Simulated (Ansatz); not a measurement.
# Geometry relaxation, with input and output: Si₂H₄O (part 1 of 2)

System: Si₂H₄O.
Method: RKS PBE-D4/def2-SVP (Ansatz 0.2.0).

The geometry: force-field start. Figures and captions count atoms from 1; the log counts them from 0 in places.

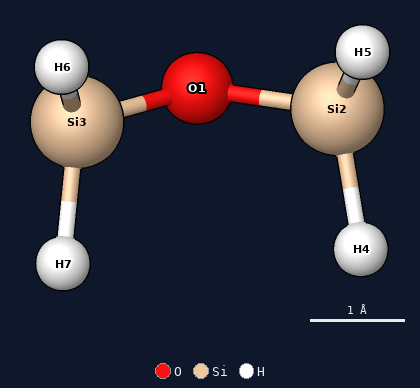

Fig. 1: The structure as given in the input (ball-and-stick view, seen at a tilt; atoms are numbered from 1 in the order of the input). Bond lengths as drawn: H–Si 1.49 to 1.53 Å and O–Si 1.50 to 1.60 Å.

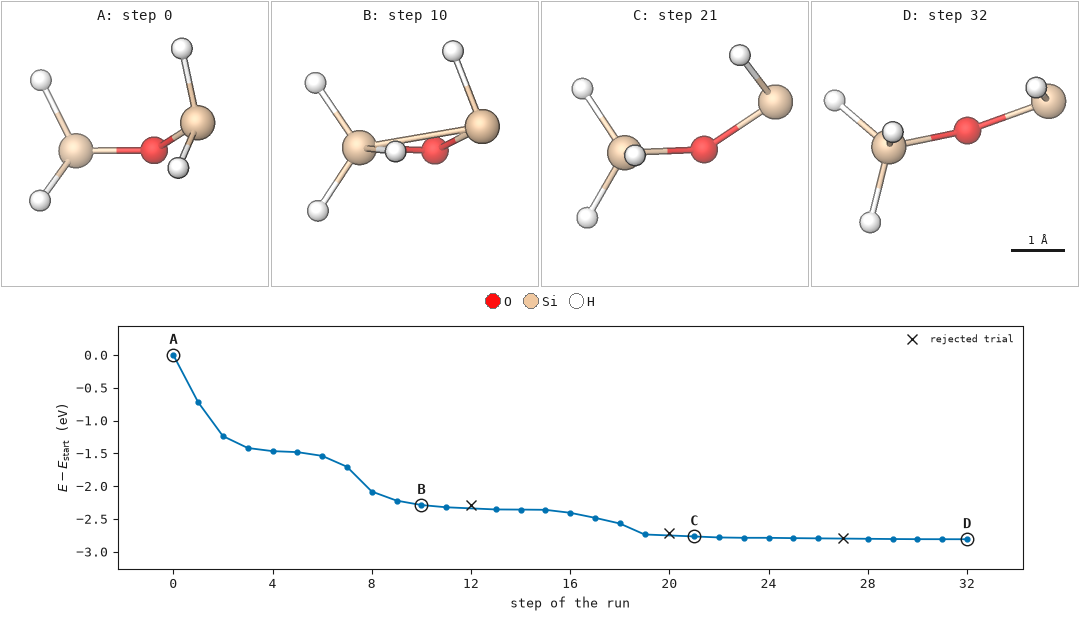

Fig. 2: Frames of the relaxation (ball-and-stick view, seen at a tilt) above the curves, on which the letters mark them (the first geometry is step 0 here and step 1 in the log).

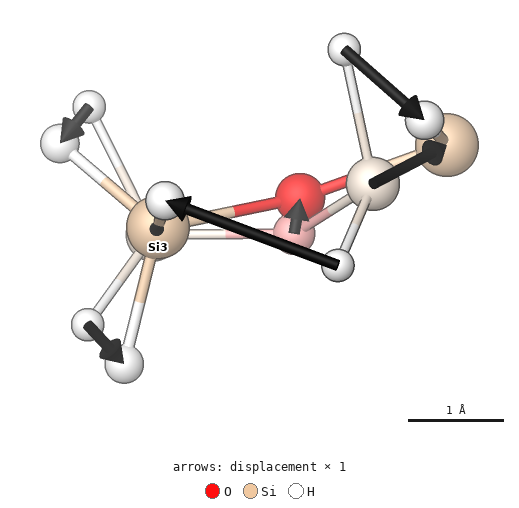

Fig. 3: Start (faint) and end (solid) with the displacements as black arrows, at true length (ball-and-stick view, seen at a tilt). The two geometries are laid on each other by the best rigid fit. After 32 geometry steps the energy has fallen by 2.809 eV. The largest force component goes from 7.4 to 0.021 eV/Å. The line search rejected the trial steps at points 12, 20, 27 (counted from 0) and went back. The atom that moves furthest after the best rigid fit is H4 (1.96 Å). By element the largest moves are H 1.96 Å, Si 1.24 Å, O 0.38 Å. Among the contacts that change: Si2–H4 1.528 → 3.534 Å, Si3–H4 3.325 → 1.505 Å, O1–Si3 1.503 → 1.692 Å, O1–Si2 1.596 → 1.686 Å. New bonds form: Si3–H4 (3.33 → 1.51 Å). Bonds break: Si2–H4 (1.53 → 3.53 Å). Among the angles that change: O1–Si2–H5 113.3° → 97.8°, Si2–O1–Si3 128.7° → 140.8°, O1–Si3–H6 114.9° → 108.5°. (Atoms are counted from 1 in the order of the input.)

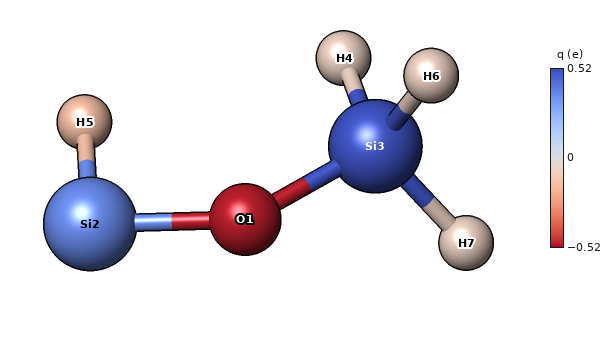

Fig. 4: Mulliken charges, as the colour of each atom (ball-and-stick view, seen at a tilt; atoms are numbered from 1 in the order of the input). By element: O −0.49, Si +0.36 to +0.49 and H −0.14 to −0.07 e.

The input and output of the run follow.

The input:
```yaml
crystal:
  periodic: [false, false, false]
  atoms:
    - {symbol: O, position_ang: [-0.794800, -0.372800, 0.602700]}
    - {symbol: Si, position_ang: [-1.085500, -0.255600, -0.962100]}
    - {symbol: Si, position_ang: [0.443900, 0.014900, 1.360000]}
    - {symbol: H, position_ang: [-0.101400, -1.160800, -1.702500]}
    - {symbol: H, position_ang: [-0.900900, 1.123100, -1.493400]}
    - {symbol: H, position_ang: [0.872800, 1.449300, 1.183800]}
    - {symbol: H, position_ang: [1.627100, -0.866100, 0.965900]}
basis:
  gaussian: {orbitals: def2-SVP}
hamiltonian: {xc: pbe, dispersion: d4}
relax: {f_tol: 0.03, max_steps: 200}
```

Launch command:
```bash
ansatz run in.yaml --threads 2 --pin off --events-out ev --progress --plain --max-ram 4352MiB
```

Log:
```
Functional definition: PBE
  name "PBE"
  cite "Perdew, Burke & Ernzerhof, Phys. Rev. Lett. 77, 3865 (1996) doi:10.1103/PhysRevLett.77.3865"
  parent pbe
  parameter kappa = 0.804
  parameter beta = 0.06672455060314922
  exchange = pbe_x(kappa = kappa, mu = beta*pi^2/3)
  correlation = pbe_c(beta = beta)
767 factors; their error is unknown
mean field evaluation 1: about -17841.5508 eV, gradient 5.7e1 eV
mean field evaluation 2: about -17798.2075 eV, gradient 1.5e2 eV
mean field evaluation 4: about -17837.5902 eV, gradient 3.9e1 eV
mean field evaluation 8: about -17846.4574 eV, gradient 1.4e1 eV
mean field evaluation 16: about -17847.5691 eV, gradient 9.5e-2 eV
mean field -17847.56911638 eV, -655.8860675102 hartree, gradient 1.0e-5 eV, S^2 0.000000; 1 other end points of the search recorded, 0 dependent functions left out
the calculation of the forces begins
reference -17847.56915032 eV, -655.8860687572 hartree; 20, 20 occupied and 50, 50 virtual orbitals, 767 factors
relax step   1: F+E_penalty+E_count = -17847.72884261 eV  Δ(F+E_penalty+E_count) = +0.000e0 eV  max|allowed force component| = 7.386e0 eV/Å  Δτ_max = 0.0000 Å  (66 SCF iters, accepted)
these checks for a lower state are left out or cut short: starts, cluster_reference, orbital_swaps, neighbouring_geometries, increment
767 factors; their error is unknown
mean field evaluation 32: about -17848.2481 eV, gradient 7.6e0 eV
mean field -17848.28834958 eV, -655.9124988429 hartree, gradient 2.0e-5 eV, S^2 0.000000; 1 other end points of the search recorded, 0 dependent functions left out
[... from here on the field's lines of each further geometry are left out, up to the last ...]
relax step   2: F+E_penalty+E_count = -17848.44897766 eV  Δ(F+E_penalty+E_count) = -7.201e-1 eV  max|allowed force component| = 3.993e0 eV/Å  Δτ_max = 0.0738 Å  (56 SCF iters, accepted)
relax step   3: F+E_penalty+E_count = -17848.96539955 eV  Δ(F+E_penalty+E_count) = -5.164e-1 eV  max|allowed force component| = 8.928e-1 eV/Å  Δτ_max = 0.1933 Å  (70 SCF iters, accepted)
relax step   4: F+E_penalty+E_count = -17849.14656579 eV  Δ(F+E_penalty+E_count) = -1.812e-1 eV  max|allowed force component| = 2.676e-1 eV/Å  Δτ_max = 0.1982 Å  (63 SCF iters, accepted)
relax step   5: F+E_penalty+E_count = -17849.19471213 eV  Δ(F+E_penalty+E_count) = -4.815e-2 eV  max|allowed force component| = 3.526e-1 eV/Å  Δτ_max = 0.1951 Å  (62 SCF iters, accepted)
relax step   6: F+E_penalty+E_count = -17849.20959920 eV  Δ(F+E_penalty+E_count) = -1.489e-2 eV  max|allowed force component| = 2.774e-1 eV/Å  Δτ_max = 0.0825 Å  (64 SCF iters, accepted)
relax step   7: F+E_penalty+E_count = -17849.26653767 eV  Δ(F+E_penalty+E_count) = -5.694e-2 eV  max|allowed force component| = 6.029e-1 eV/Å  Δτ_max = 0.1035 Å  (42 SCF iters, accepted)
relax step   8: F+E_penalty+E_count = -17849.43256334 eV  Δ(F+E_penalty+E_count) = -1.660e-1 eV  max|allowed force component| = 1.098e0 eV/Å  Δτ_max = 0.1952 Å  (34 SCF iters, accepted)
relax step   9: F+E_penalty+E_count = -17849.81015830 eV  Δ(F+E_penalty+E_count) = -3.776e-1 eV  max|allowed force component| = 1.052e0 eV/Å  Δτ_max = 0.1949 Å  (32 SCF iters, accepted)
relax step  10: F+E_penalty+E_count = -17849.94865739 eV  Δ(F+E_penalty+E_count) = -1.385e-1 eV  max|allowed force component| = 1.727e0 eV/Å  Δτ_max = 0.1932 Å  (31 SCF iters, accepted)
relax step  11: F+E_penalty+E_count = -17850.01617175 eV  Δ(F+E_penalty+E_count) = -6.751e-2 eV  max|allowed force component| = 8.079e-1 eV/Å  Δτ_max = 0.1101 Å  (26 SCF iters, accepted)
relax step  12: F+E_penalty+E_count = -17850.05039424 eV  Δ(F+E_penalty+E_count) = -3.422e-2 eV  max|allowed force component| = 6.880e-1 eV/Å  Δτ_max = 0.1994 Å  (31 SCF iters, accepted)
relax step  13: F+E_penalty+E_count = -17850.01147153 eV  Δ(F+E_penalty+E_count) = +3.892e-2 eV  max|allowed force component| = 8.293e-1 eV/Å  Δτ_max = 0.2000 Å  (33 SCF iters, rejected (line search))
relax step  14: F+E_penalty+E_count = -17850.08369648 eV  Δ(F+E_penalty+E_count) = -3.330e-2 eV  max|allowed force component| = 1.193e-1 eV/Å  Δτ_max = 0.0786 Å  (27 SCF iters, accepted)
relax step  15: F+E_penalty+E_count = -17850.08570486 eV  Δ(F+E_penalty+E_count) = -2.008e-3 eV  max|allowed force component| = 9.110e-2 eV/Å  Δτ_max = 0.0173 Å  (27 SCF iters, accepted)
relax step  16: F+E_penalty+E_count = -17850.08903902 eV  Δ(F+E_penalty+E_count) = -3.334e-3 eV  max|allowed force component| = 1.464e-1 eV/Å  Δτ_max = 0.0337 Å  (28 SCF iters, accepted)
relax step  17: F+E_penalty+E_count = -17850.13436784 eV  Δ(F+E_penalty+E_count) = -4.533e-2 eV  max|allowed force component| = 5.445e-1 eV/Å  Δτ_max = 0.1956 Å  (32 SCF iters, accepted)
relax step  18: F+E_penalty+E_count = -17850.21090739 eV  Δ(F+E_penalty+E_count) = -7.654e-2 eV  max|allowed force component| = 1.013e0 eV/Å  Δτ_max = 0.1959 Å  (33 SCF iters, accepted)
relax step  19: F+E_penalty+E_count = -17850.29755937 eV  Δ(F+E_penalty+E_count) = -8.665e-2 eV  max|allowed force component| = 1.464e0 eV/Å  Δτ_max = 0.1948 Å  (32 SCF iters, accepted)
relax step  20: F+E_penalty+E_count = -17850.46492663 eV  Δ(F+E_penalty+E_count) = -1.674e-1 eV  max|allowed force component| = 4.606e-1 eV/Å  Δτ_max = 0.2000 Å  (32 SCF iters, accepted)
relax step  21: F+E_penalty+E_count = -17850.44058296 eV  Δ(F+E_penalty+E_count) = +2.434e-2 eV  max|allowed force component| = 1.411e0 eV/Å  Δτ_max = 0.1785 Å  (32 SCF iters, rejected (line search))
relax step  22: F+E_penalty+E_count = -17850.49503918 eV  Δ(F+E_penalty+E_count) = -3.011e-2 eV  max|allowed force component| = 1.741e-1 eV/Å  Δτ_max = 0.0870 Å  (27 SCF iters, accepted)
relax step  23: F+E_penalty+E_count = -17850.51046564 eV  Δ(F+E_penalty+E_count) = -1.543e-2 eV  max|allowed force component| = 1.342e-1 eV/Å  Δτ_max = 0.0997 Å  (26 SCF iters, accepted)
relax step  24: F+E_penalty+E_count = -17850.51573096 eV  Δ(F+E_penalty+E_count) = -5.265e-3 eV  max|allowed force component| = 6.439e-2 eV/Å  Δτ_max = 0.1498 Å  (26 SCF iters, accepted)
relax step  25: F+E_penalty+E_count = -17850.51599187 eV  Δ(F+E_penalty+E_count) = -2.609e-4 eV  max|allowed force component| = 9.867e-2 eV/Å  Δτ_max = 0.0341 Å  (27 SCF iters, accepted)
relax step  26: F+E_penalty+E_count = -17850.52088723 eV  Δ(F+E_penalty+E_count) = -4.895e-3 eV  max|allowed force component| = 2.377e-2 eV/Å  Δτ_max = 0.1105 Å  (27 SCF iters, accepted)
relax step  27: F+E_penalty+E_count = -17850.52427788 eV  Δ(F+E_penalty+E_count) = -3.391e-3 eV  max|allowed force component| = 1.654e-1 eV/Å  Δτ_max = 0.1952 Å  (28 SCF iters, accepted)
relax step  28: F+E_penalty+E_count = -17850.51743245 eV  Δ(F+E_penalty+E_count) = +6.845e-3 eV  max|allowed force component| = 1.709e-1 eV/Å  Δτ_max = 0.1529 Å  (26 SCF iters, rejected (line search))
relax step  29: F+E_penalty+E_count = -17850.53089890 eV  Δ(F+E_penalty+E_count) = -6.621e-3 eV  max|allowed force component| = 5.031e-2 eV/Å  Δτ_max = 0.0764 Å  (27 SCF iters, accepted)
relax step  30: F+E_penalty+E_count = -17850.53454261 eV  Δ(F+E_penalty+E_count) = -3.644e-3 eV  max|allowed force component| = 1.399e-2 eV/Å  Δτ_max = 0.1000 Å  (28 SCF iters, accepted)
relax step  31: F+E_penalty+E_count = -17850.53652608 eV  Δ(F+E_penalty+E_count) = -1.983e-3 eV  max|allowed force component| = 9.991e-2 eV/Å  Δτ_max = 0.1469 Å  (27 SCF iters, accepted)
relax step  32: F+E_penalty+E_count = -17850.53721147 eV  Δ(F+E_penalty+E_count) = -6.854e-4 eV  max|allowed force component| = 5.164e-2 eV/Å  Δτ_max = 0.0317 Å  (28 SCF iters, accepted)
the calculation of the forces begins
reference -17850.39648230 eV, -655.9899712913 hartree; 20, 20 occupied and 50, 50 virtual orbitals, 767 factors
relax step  33: F+E_penalty+E_count = -17850.53768761 eV  Δ(F+E_penalty+E_count) = -4.761e-4 eV  max|allowed force component| = 2.122e-2 eV/Å  Δτ_max = 0.0223 Å  (27 SCF iters, accepted)
767 factors; their error is unknown
mean field -17850.39644760 eV, -655.9899700160 hartree, gradient 1.9e-5 eV, S^2 0.000000; 1 other end points of the search recorded, 0 dependent functions left out
the calculation of the forces begins
reference -17850.39648230 eV, -655.9899712913 hartree; 20, 20 occupied and 50, 50 virtual orbitals, 767 factors
Total energy: -17850.53772232 eV, -655.9951617661 hartree
Atom 0 at    -0.905057    -0.050281     0.495456 Å, force     0.008192    -0.002204    -0.004545 eV/Å
Atom 1 at    -2.225700     0.096103    -0.541817 Å, force    -0.021219     0.004050     0.006943 eV/Å
Atom 2 at     0.786683    -0.081907     0.469209 Å, force     0.001194     0.004001    -0.000863 eV/Å
Atom 3 at     1.284308     0.019125    -0.948070 Å, force     0.000397     0.001326    -0.002042 eV/Å
Atom 4 at    -1.423964     0.243763    -1.888191 Å, force     0.011173    -0.003925    -0.003285 eV/Å
Atom 5 at     1.297488     1.074601     1.279242 Å, force    -0.000185     0.000044     0.002570 eV/Å
Atom 6 at     1.247442    -1.369404     1.088571 Å, force     0.000448    -0.003292     0.001221 eV/Å
Dipole moment:     0.203309    -0.000123    -0.038309 e Å
```

Trajectory as extended XYZ (Å, eV, eV/Å), 30 of the 33 frames kept, from step=1 to step=33:
```
7
Properties=species:S:1:pos:R:3:forces:R:3 step=1 energy=-17847.72884
O    -0.7948   -0.3728    0.6027   -7.1832  -2.4866   0.8345
Si   -1.0855   -0.2556   -0.9621   -0.4426  -0.3968  -4.3789
Si    0.4439    0.0149    1.3600    7.3862   1.8557   3.5562
H    -0.1014   -1.1608   -1.7025    0.0881   0.0777   0.0353
H    -0.9009    1.1231   -1.4934    0.1983   0.6379   0.0036
H     0.8728    1.4493    1.1838   -0.0633   0.3189  -0.0757
H     1.6271   -0.8661    0.9659    0.0165  -0.0068   0.0250
7
Properties=species:S:1:pos:R:3:forces:R:3 step=2 energy=-17848.44898
O    -0.8629   -0.3659    0.6304   -3.9927  -1.4049   1.3088
Si   -1.1248   -0.2866   -0.9921    0.2435   0.0927  -2.4446
Si    0.4807    0.0156    1.3604    3.7304   1.0074   1.0933
H    -0.0694   -1.1464   -1.6932    0.0329  -0.0059   0.0489
H    -0.8760    1.1278   -1.4803    0.0616   0.2295   0.0283
H     0.8714    1.4744    1.1807   -0.0183   0.0255  -0.0421
H     1.6422   -0.8869    0.9485   -0.0574   0.0557   0.0074
7
Properties=species:S:1:pos:R:3:forces:R:3 step=3 energy=-17848.96540
O    -1.0315   -0.3576    0.7244   -0.3485  -0.5635   0.4892
Si   -1.1301   -0.3166   -1.0132    0.8928   0.6316   0.0845
Si    0.5126    0.0088    1.3149   -0.1876   0.3640  -0.7875
H     0.0536   -1.1326   -1.5932   -0.1989   0.0436   0.1968
H    -0.8116    1.1522   -1.4125   -0.0637  -0.3018   0.0485
H     0.8483    1.4856    1.1169    0.0370  -0.1900  -0.0272
H     1.6199   -0.9079    0.8171   -0.1311   0.0161  -0.0043
7
Properties=species:S:1:pos:R:3:forces:R:3 step=4 energy=-17849.14657
O    -1.0834   -0.4423    0.7638   -0.1904  -0.1114   0.2676
Si   -1.0649   -0.2790   -0.9644    0.2364   0.1404  -0.2089
Si    0.4765    0.0186    1.2360    0.1794   0.0152  -0.2598
H     0.1325   -1.0533   -1.5153    0.0181  -0.0542   0.1517
H    -0.8078    1.1828   -1.3248   -0.0132   0.0114   0.1321
H     0.8355    1.4519    0.9219   -0.1078   0.0185  -0.0600
H     1.5726   -0.9469    0.8371   -0.1225  -0.0198  -0.0226
7
Properties=species:S:1:pos:R:3:forces:R:3 step=5 energy=-17849.19471
O    -1.1270   -0.4525    0.7793    0.3425   0.0070   0.0936
Si   -1.0064   -0.2607   -0.9545   -0.2075   0.0113   0.0332
Si    0.4765    0.0183    1.1379   -0.3526  -0.0917  -0.1232
H     0.2443   -1.0461   -1.3556    0.0304   0.1186   0.0109
H    -0.7827    1.2326   -1.1763    0.0996  -0.0598  -0.0915
H     0.7487    1.4561    0.7656    0.0809  -0.0790   0.0267
H     1.5077   -1.0157    0.7579    0.0067   0.0936   0.0503
7
Properties=species:S:1:pos:R:3:forces:R:3 step=7 energy=-17849.26654
O    -1.1279   -0.4681    0.7750    0.2518   0.1357   0.5432
Si   -1.1075   -0.2785   -0.9766    0.0847  -0.0834  -0.4051
Si    0.4734   -0.0093    1.0359   -0.1702  -0.1864  -0.6029
H     0.2896   -0.8913   -1.2700    0.0202   0.0360   0.0936
H    -0.8334    1.2120   -1.2153   -0.0366   0.0557   0.0979
H     0.8220    1.4217    0.7413   -0.0174  -0.0445   0.1256
H     1.5450   -1.0545    0.8642   -0.1325   0.0868   0.1478
```
